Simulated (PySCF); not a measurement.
Molecule: H₆BCl₃O₂Si₃, SMILES OB(O)[SiH2][SiH2][Si](Cl)(Cl)Cl. Atoms near the plane z = 1.2 Å, at the GFN2-xTB optimised geometry (x, y, z in Å): B2 (1.1, -2.5, 0.0), O3 (1.7, -2.2, 1.2), Si4 (-0.8, -2.5, 0.0), Si5 (-1.6, -0.3, 0.0), Si6 (0.1, 1.2, 0.7), Cl7 (1.8, 0.8, -0.3), Cl8 (-0.3, 3.2, 0.4), Cl9 (0.5, 1.0, 2.7), H11 (2.7, -2.1, 1.2), H12 (-1.4, -3.2, 1.2), H15 (-2.8, 0.0, 0.9).

Level of theory: PySCF with CAM-B3LYP/def2-TZVP. Cells within 0.4 Å of a nucleus heavier than hydrogen are left out (blank, or x). The values are rescaled to run from 0 to 1.

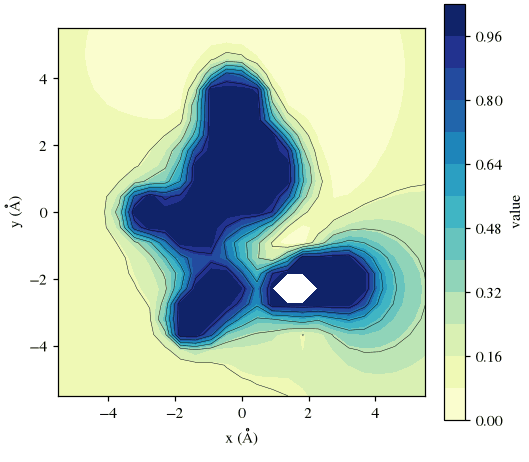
a field on the plane z = 1.2 Å.

Q: Which quantity is mapped?
(A) Laplacian of the electron density
(B) electrostatic potential
(C) electron localisation function
(D) an orbital amplitude

A: B, electrostatic potential. In full: electrostatic potential (hartree/e), clipped to [-0.08, 0.12].
